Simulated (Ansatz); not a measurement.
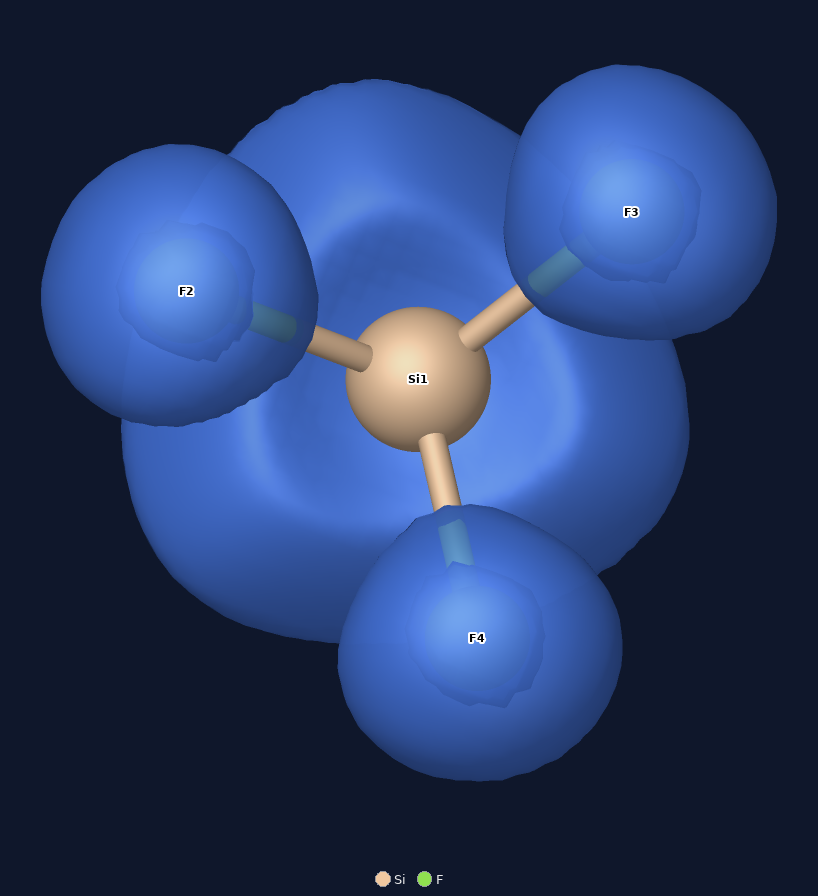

Figure. F₃Si (charge −1). Isosurface of the ELF at 0.75 (blue), seen across its widest extent. Core shells and regions of very low density are left out.

Geometry: PBE-D4/def2-TZVPD.

All numbers below come from RKS PBE0-D4/def2-TZVPD (Ansatz 0.2.0).

Input

```
crystal:
  periodic: [false, false, false]
  atoms:
    - {symbol: Si, position_ang: [-0.004839, 0.004742, 0.636067]}
    - {symbol: F, position_ang: [1.468754, -0.031095, -0.200571]}
    - {symbol: F, position_ang: [-0.706395, 1.283682, -0.226960]}
    - {symbol: F, position_ang: [-0.757520, -1.257329, -0.208546]}
basis:
  gaussian: {orbitals: def2-TZVPD, initial_orbitals: start.molden}
total_charge: -1
hamiltonian: {xc: pbe0, dispersion: d4}
scf: {omitted_lower_state_checks: [starts]}
output: {orbitals: {seedname: orbitals}}
```

Launched as:

```sh
ansatz run in.yaml --threads 4 --pin off --events-out ev --progress --plain --max-ram 3916MiB
```

> Where are the electrons localised?

The surface consists of one lobe on Si, pointing away from the bonds (lone pairs) and three regions wrapped around F (its lone pairs, merged into a ring or cap). Profiles from the grid: Si–F (1.69 Å): the ELF peaks at about 0.85 in the valence shell of F, 0.6 Å from its nucleus, and is about 0.55 at the midpoint.
